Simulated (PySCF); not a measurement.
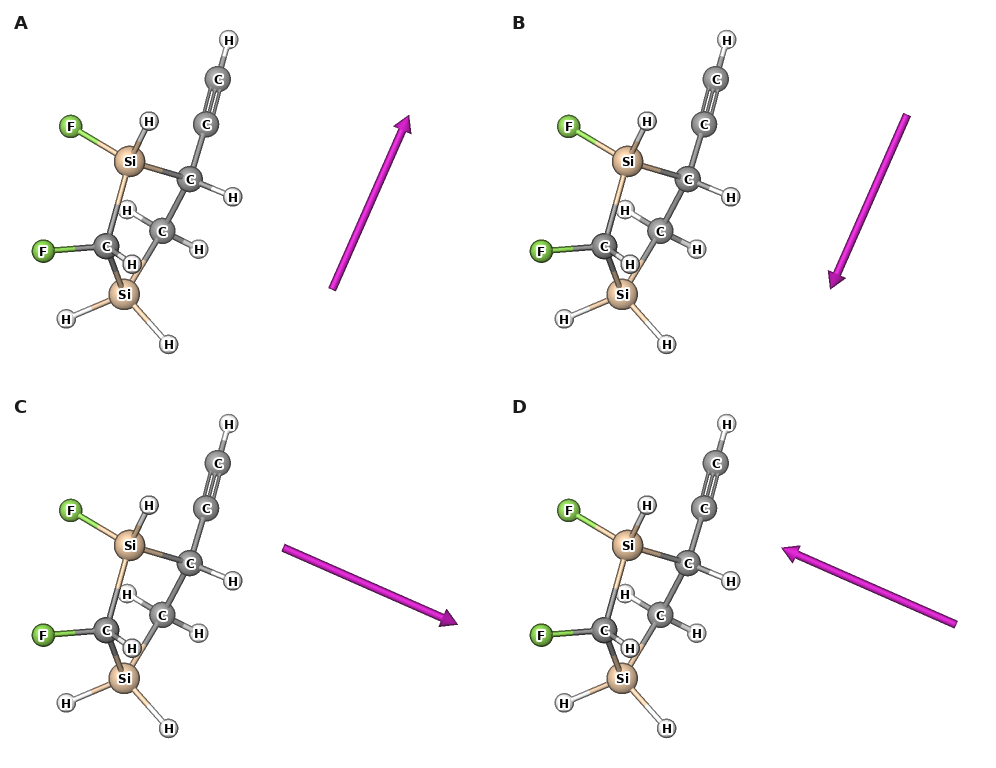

The same molecule four times, each with an arrow. The computed structure is the end point of a GFN2-xTB optimisation. No frequency run is at hand to confirm it as a minimum. Level of theory: PBE0/pcSseg-1, gas phase (PySCF 2.14.0).

> Which arrow points along the dipole moment, from the negative to the positive end?

C. The dipole moment is 2.86 D.

The geometry is semi-empirical. Around Si such bond lengths and angles can be off by a tenth of an ångström or more and by several degrees, and values that hang on the shape move with them.
